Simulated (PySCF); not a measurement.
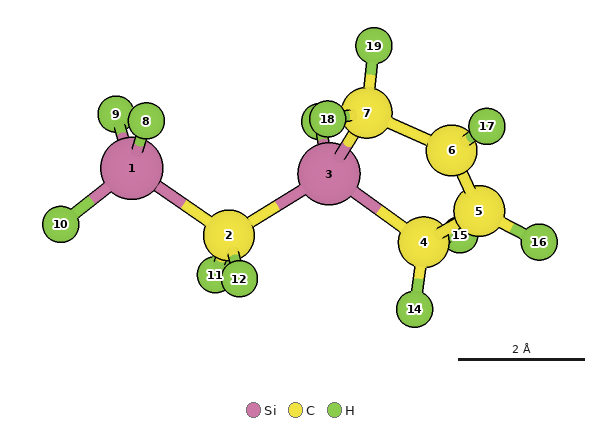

Figure 1. The input geometry (ball-and-stick view, seen at a tilt; atoms are numbered from 1 in the order of the input).

## Run report: C$_{5}$H$_{12}$Si$_{2}$, geometry relaxation

System: C$_{5}$H$_{12}$Si$_{2}$.
Method: PBE0-D3(BJ)/def2-SVP geometry optimisation, gas phase (PySCF 2.14.0).

It belongs to a series of runs on one base structure; here: H on Si replaced by CH2SiH3.

### Input file
```
{"job": {"xc": "PBE0", "basis": "def2-SVP", "d3": "d3bj", "grid": 1, "shake": 0.01, "kind": "geom"}, "charge": 0, "multiplicity": 1}
Si     3.027790    -0.330560    -0.141660
C      1.505730     0.857410    -0.115760
Si    -0.106290     0.134420    -0.850930
C     -1.597130     1.220600    -0.529170
C     -2.520740     0.343110     0.304060
C     -2.114660    -0.859950     0.636050
C     -0.762880    -1.340070     0.156240
H      2.753810    -1.490460     0.657910
H      3.286930    -0.699010    -1.506340
H      4.177270     0.382290     0.414000
H      1.753680     1.765080    -0.654930
H      1.333000     1.173550     0.921870
H      0.051600    -0.169570    -2.280220
H     -1.433010     2.153110     0.008540
H     -2.156320     1.490940    -1.440820
H     -3.472370     0.760120     0.642100
H     -2.705270    -1.522790     1.241380
H     -0.156510    -1.610290     1.012540
H     -0.895360    -2.250870    -0.438950
```

The first line tells a small driver script what to run in PySCF; the rest is the geometry in Å.

Run on 1 CPU thread, shared host.

Run as:
```bash
OMP_NUM_THREADS=1 python <driver script> task.json out
```

### The program's output
```
step   0  E = -775.93561712  max force = 0.033635
step   1  E = -775.94392109  max force = 0.004285
step   2  E = -775.94446340  max force = 0.002260
step   3  E = -775.94455775  max force = 0.001006
step   4  E = -775.94458376  max force = 0.000789
step   5  E = -775.94459896  max force = 0.000655
step   6  E = -775.94460604  max force = 0.000324
optimisation converged
```

### Trajectory as extended XYZ (Å, eV, eV/Å), 7 frames, from step=0 to step=6
```
19
Properties=species:S:1:pos:R:3:forces:R:3 step=0 energy=-21114.28360
Si    3.0278   -0.3306   -0.1417   -1.2467   1.7296   0.1816
C     1.5057    0.8574   -0.1158    0.0413  -1.1683  -0.1137
Si   -0.1063    0.1344   -0.8509    0.6356   0.1567   1.0196
C    -1.5971    1.2206   -0.5292   -1.3609  -0.2307  -0.0397
C    -2.5207    0.3431    0.3041    0.0434   1.6465  -0.4078
C    -2.1147   -0.8599    0.6361    1.0149  -1.0967  -0.0811
C    -0.7629   -1.3401    0.1562   -0.6780   0.1785  -0.3318
H     2.7538   -1.4905    0.6579   -0.1915  -1.0276   0.6282
H     3.2869   -0.6990   -1.5063    0.3084  -0.4073  -1.0766
H     4.1773    0.3823    0.4140    0.5961   0.2116   0.2222
H     1.7537    1.7651   -0.6549    0.2471   0.5121  -0.4358
H     1.3330    1.1736    0.9219   -0.1602  -0.0825   0.1984
H     0.0516   -0.1696   -2.2802    0.1504  -0.1131  -0.4556
H    -1.4330    2.1531    0.0085    0.3427   0.4631   0.1139
H    -2.1563    1.4909   -1.4408    0.2058   0.1623  -0.1719
H    -3.4724    0.7601    0.6421   -0.1463  -0.0443   0.0105
H    -2.7053   -1.5228    1.2414   -0.5092  -0.4388   0.4448
H    -0.1565   -1.6103    1.0125    0.5739  -0.1981   0.4405
H    -0.8954   -2.2509   -0.4390    0.1333  -0.2529  -0.1456
19
Properties=species:S:1:pos:R:3:forces:R:3 step=1 energy=-21114.50957
Si    3.0259   -0.3100   -0.3653   -0.0874  -0.0391   0.1901
C     1.5785    0.8799   -0.1323   -0.0758   0.1116  -0.0036
Si   -0.1101    0.2268   -0.6634    0.1811  -0.0941  -0.2203
C    -1.6121    1.3449   -0.3191    0.0428   0.0426   0.0937
C    -2.4730    0.4769    0.5581   -0.0276  -0.1000   0.0187
C    -2.0534   -0.7548    0.8851   -0.1130   0.0032   0.0668
C    -0.7264   -1.2453    0.3746    0.0761  -0.0371   0.1063
H     2.7659   -1.5665    0.4182    0.0466   0.0728  -0.0897
H     3.2557   -0.6884   -1.7992   -0.1069   0.0750   0.0808
H     4.2839    0.3103    0.1564    0.0180  -0.0220  -0.0148
H     1.8043    1.8136   -0.6833   -0.0552  -0.0959   0.0173
H     1.5180    1.1575    0.9369    0.0842  -0.0524  -0.0345
H     0.0118   -0.1169   -2.1202   -0.0958  -0.0104   0.0404
H    -1.3580    2.2907    0.1900    0.0709   0.0237  -0.0037
H    -2.1423    1.6381   -1.2394   -0.0089   0.0024  -0.0770
H    -3.4359    0.8530    0.9222    0.0010   0.0173  -0.0003
H    -2.6669   -1.4033    1.5255    0.0498   0.0475  -0.0519
H    -0.0488   -1.5015    1.2127   -0.0144   0.0406  -0.0921
H    -0.8364   -2.1751   -0.2097    0.0146   0.0143  -0.0261
19
Properties=species:S:1:pos:R:3:forces:R:3 step=2 energy=-21114.52432
Si    3.0090   -0.3020   -0.3439    0.0295  -0.0177   0.0493
C     1.5655    0.8802   -0.1286   -0.0462   0.0840   0.0634
Si   -0.1070    0.2150   -0.6757    0.0611  -0.0604  -0.1162
C    -1.5971    1.3419   -0.3232   -0.0230   0.0358   0.0320
C    -2.4609    0.4775    0.5584    0.0004  -0.0086  -0.0007
C    -2.0459   -0.7557    0.8855    0.0063   0.0242  -0.0001
C    -0.7206   -1.2510    0.3684   -0.0045  -0.0263   0.0386
H     2.7594   -1.5639    0.4228    0.0103   0.0078  -0.0152
H     3.2077   -0.6600   -1.7816   -0.0209   0.0056  -0.0132
H     4.2755    0.3108    0.1661    0.0074  -0.0143  -0.0039
H     1.7861    1.8100   -0.6825   -0.0036  -0.0207  -0.0124
H     1.5068    1.1558    0.9395   -0.0156  -0.0055  -0.0039
H    -0.0045   -0.1323   -2.1306   -0.0270  -0.0041   0.0128
H    -1.3241    2.2860    0.1815    0.0261  -0.0127  -0.0026
H    -2.1267    1.6389   -1.2452   -0.0027  -0.0061   0.0012
H    -3.4187    0.8619    0.9278   -0.0009   0.0018  -0.0022
H    -2.6569   -1.3997    1.5287    0.0026  -0.0002  -0.0069
H    -0.0346   -1.5033    1.1974    0.0060   0.0121  -0.0138
H    -0.8319   -2.1801   -0.2168   -0.0054   0.0053  -0.0063
19
Properties=species:S:1:pos:R:3:forces:R:3 step=3 energy=-21114.52689
Si    3.0062   -0.2967   -0.3322    0.0109   0.0134  -0.0107
C     1.5564    0.8815   -0.1262    0.0176   0.0167   0.0518
Si   -0.1066    0.2055   -0.6864    0.0030  -0.0243  -0.0412
C    -1.5901    1.3399   -0.3264   -0.0215   0.0175  -0.0036
C    -2.4542    0.4805    0.5597    0.0288   0.0063  -0.0091
C    -2.0412   -0.7537    0.8849   -0.0005  -0.0030   0.0162
C    -0.7202   -1.2564    0.3634   -0.0115   0.0027  -0.0022
H     2.7610   -1.5627    0.4259   -0.0037  -0.0085   0.0074
H     3.1963   -0.6464   -1.7731    0.0034  -0.0060  -0.0127
H     4.2753    0.3117    0.1764   -0.0010  -0.0028  -0.0006
H     1.7753    1.8094   -0.6824    0.0093   0.0022  -0.0128
H     1.4873    1.1577    0.9409   -0.0340   0.0043  -0.0033
H    -0.0130   -0.1440   -2.1401    0.0058   0.0003   0.0005
H    -1.3034    2.2808    0.1764    0.0113  -0.0070  -0.0009
H    -2.1226    1.6403   -1.2457   -0.0051   0.0016   0.0107
H    -3.4080    0.8700    0.9341   -0.0007  -0.0065  -0.0027
H    -2.6514   -1.3949    1.5309   -0.0079  -0.0095   0.0055
H    -0.0295   -1.5069    1.1882    0.0065   0.0009   0.0047
H    -0.8368   -2.1857   -0.2203   -0.0108   0.0019   0.0031
19
Properties=species:S:1:pos:R:3:forces:R:3 step=4 energy=-21114.52760
Si    3.0050   -0.2926   -0.3249   -0.0029   0.0115  -0.0194
C     1.5508    0.8823   -0.1254    0.0324  -0.0138   0.0208
Si   -0.1067    0.1995   -0.6955   -0.0225  -0.0083   0.0021
C    -1.5856    1.3391   -0.3303    0.0002  -0.0227  -0.0112
C    -2.4461    0.4817    0.5605   -0.0390   0.0232   0.0228
C    -2.0390   -0.7540    0.8874    0.0406   0.0243  -0.0247
C    -0.7220   -1.2599    0.3590    0.0005  -0.0068  -0.0051
H     2.7596   -1.5608    0.4295   -0.0041  -0.0072   0.0083
H     3.1969   -0.6394   -1.7671    0.0073  -0.0042  -0.0014
H     4.2731    0.3146    0.1870   -0.0011   0.0026   0.0004
H     1.7707    1.8091   -0.6831    0.0042   0.0055  -0.0049
H     1.4687    1.1597    0.9403   -0.0226   0.0048  -0.0026
H    -0.0149   -0.1512   -2.1485    0.0177   0.0006  -0.0022
H    -1.2891    2.2772    0.1718    0.0020  -0.0034   0.0010
H    -2.1228    1.6427   -1.2457   -0.0074   0.0011   0.0119
H    -3.3968    0.8747    0.9388   -0.0086   0.0004  -0.0007
H    -2.6492   -1.3926    1.5363   -0.0007   0.0026  -0.0007
H    -0.0273   -1.5102    1.1806    0.0086  -0.0070   0.0025
H    -0.8444   -2.1896   -0.2228   -0.0045  -0.0032   0.0031
19
Properties=species:S:1:pos:R:3:forces:R:3 step=5 energy=-21114.52801
Si    3.0047   -0.2899   -0.3188   -0.0103   0.0003  -0.0089
C     1.5467    0.8814   -0.1251    0.0204  -0.0207  -0.0124
Si   -0.1070    0.1941   -0.7033   -0.0337   0.0175   0.0193
C    -1.5840    1.3371   -0.3338    0.0005  -0.0115  -0.0153
C    -2.4438    0.4854    0.5631    0.0252  -0.0027  -0.0077
C    -2.0343   -0.7501    0.8873   -0.0186  -0.0184   0.0219
C    -0.7224   -1.2631    0.3539    0.0048   0.0192  -0.0096
H     2.7582   -1.5596    0.4340   -0.0005  -0.0007   0.0029
H     3.2027   -0.6359   -1.7609    0.0045   0.0001   0.0073
H     4.2701    0.3183    0.1983    0.0001   0.0044   0.0007
H     1.7679    1.8079   -0.6835   -0.0026   0.0038   0.0045
H     1.4516    1.1600    0.9391   -0.0020   0.0032   0.0001
H    -0.0130   -0.1573   -2.1559    0.0178   0.0040  -0.0025
H    -1.2793    2.2733    0.1668    0.0003   0.0070  -0.0039
H    -2.1259    1.6434   -1.2453   -0.0036   0.0054   0.0018
H    -3.3925    0.8799    0.9455    0.0036  -0.0032  -0.0030
H    -2.6429   -1.3872    1.5395    0.0005  -0.0007   0.0036
H    -0.0243   -1.5141    1.1727    0.0002  -0.0066  -0.0024
H    -0.8514   -2.1934   -0.2255   -0.0066  -0.0004   0.0035
19
Properties=species:S:1:pos:R:3:forces:R:3 step=6 energy=-21114.52820
Si    3.0047   -0.2905   -0.3174   -0.0050  -0.0017   0.0024
C     1.5467    0.8808   -0.1258    0.0029  -0.0106  -0.0096
Si   -0.1078    0.1948   -0.7044   -0.0166   0.0084   0.0056
C    -1.5852    1.3370   -0.3357    0.0034  -0.0086  -0.0053
C    -2.4428    0.4853    0.5633    0.0051  -0.0022  -0.0006
C    -2.0338   -0.7501    0.8887   -0.0058  -0.0043   0.0060
C    -0.7228   -1.2628    0.3523    0.0051   0.0077   0.0003
H     2.7572   -1.5595    0.4367    0.0008   0.0018   0.0001
H     3.2070   -0.6380   -1.7582    0.0010   0.0006   0.0034
H     4.2684    0.3196    0.2018    0.0001   0.0019   0.0003
H     1.7684    1.8075   -0.6836   -0.0024   0.0012   0.0035
H     1.4499    1.1598    0.9381    0.0040   0.0016   0.0015
H    -0.0100   -0.1558   -2.1571    0.0104   0.0027  -0.0008
H    -1.2806    2.2738    0.1641   -0.0001   0.0042  -0.0042
H    -2.1287    1.6429   -1.2463   -0.0023   0.0004   0.0002
H    -3.3911    0.8799    0.9463    0.0014   0.0002  -0.0009
H    -2.6414   -1.3866    1.5423    0.0016   0.0016   0.0020
H    -0.0237   -1.5151    1.1699    0.0010  -0.0054  -0.0039
H    -0.8537   -2.1929   -0.2269   -0.0047   0.0003  -0.0001
```

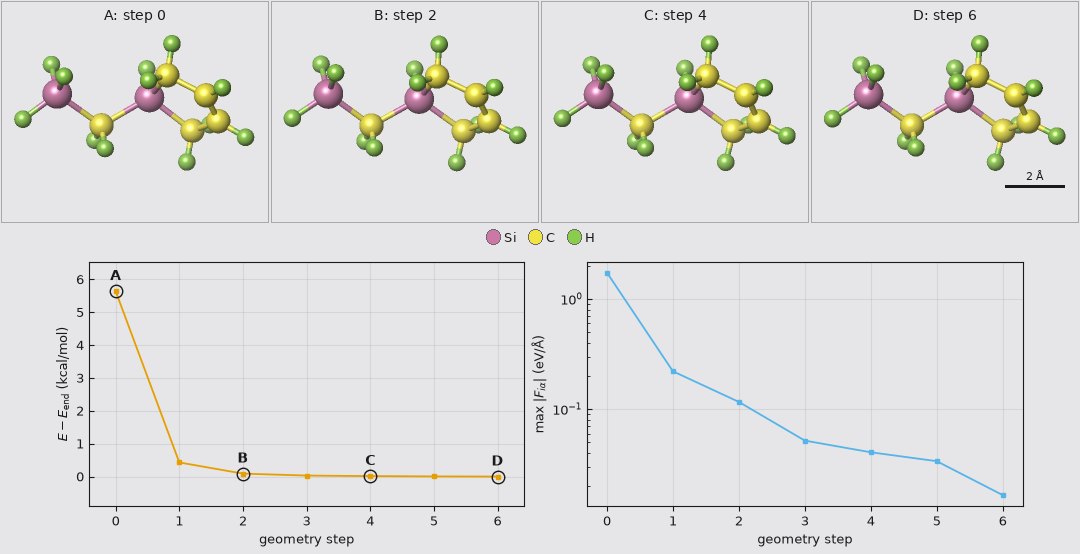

Figure 2. Frames of the relaxation (ball-and-stick view, seen at a tilt) above the curves, on which the letters mark them (steps are counted from 0).

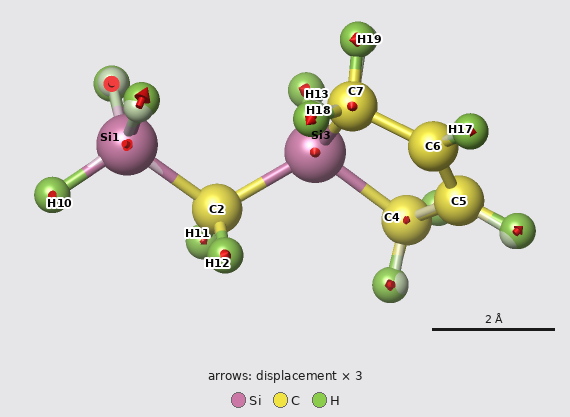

Figure 3. Start (faint) and end (solid) with the displacements as red arrows, magnified 3 times (ball-and-stick view, seen at a tilt). The two geometries are laid on each other by the best rigid fit. The atom that moves furthest after the best rigid fit is H8 (0.13 Å). Largest moves by element: H 0.13 Å, Si 0.07 Å, C 0.05 Å. Among the contacts that change: Si1–H8 1.435 → 1.497 Å, Si1–C2 1.931 → 1.880 Å, Si1–H10 1.462 → 1.496 Å, C2–Si3 1.914 → 1.882 Å. Among the angles that change: C5–C4–H15 106.6° → 111.6°, Si3–C4–H14 117.5° → 112.5°, C5–C4–H14 108.3° → 111.5°. Over 6 geometry steps the energy falls by 5.64 kcal/mol. The largest force component goes from 1.7 to 0.017 eV/Å. (Atoms are counted from 1 in the order of the input.)

### Results in brief

| quantity | value |
| --- | --- |
| outcome | converged |
| total energy | −775.944606 hartree |
| dipole moment | 0.91 D |
| point group | C1 |
| wall time | 90 s |
| peak memory | 0.69 GiB |
